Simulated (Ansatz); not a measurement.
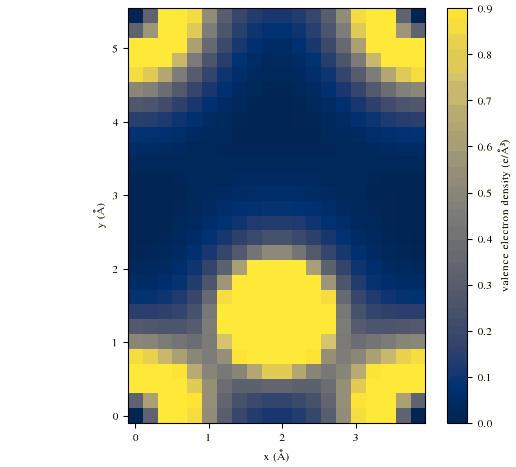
Valence electron density (e/Å³), cut off at 0.9 on a lattice plane, PBE (plane waves, PAW; program Ansatz)

Question: Pick the material that matches.
(A) CdS, wurtzite
(B) CdS, zinc blende
(C) ZnS, zinc blende
(D) Ag, fcc (Cu type)

Answer: C, ZnS, zinc blende. Atoms in the plane, in fractions of its two edges: S at (0.00, 0.00), Zn at (0.50, 0.25).

The density is the valence pseudo-density with augmentation charge, so density and ELF within about 1 Å of a nucleus are not all-electron values.

Space group F-43m (zinc blende). The cell was relaxed with PBE under the symmetry of its start; phonons on a q-mesh show no instability.

Potentials: the later of the program's two PAW sets.
